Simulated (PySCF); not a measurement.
Vertical excitations of a molecule C2H7BFN from TDA-PBE/def2-SVPD (PySCF), as energy in eV (oscillator strength): 5.98 (0.001), 6.84 (0.008), 7.26 (0.002), 7.47 (0.003), 7.77 (0.441), 7.97 (0.018), 8.34 (0.007), 8.34 (0.036), 8.41 (0.012), 8.42 (0.001). Lowest triplet (TDA): 5.84 eV. Geometry: B3LYP-D3(BJ)/def2-SVP. Other conformers were not sampled.

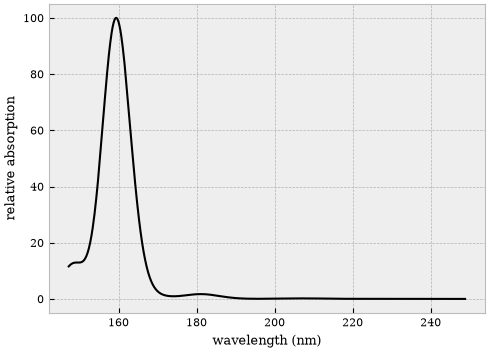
The lines broadened by 0.4 eV.

**Question.** Identify the compound among the candidates.
A. CB(N)CF
B. CCB(N)F
C. CN(C)BF
D. CNB(C)F

**Answer.** D, CNB(C)F
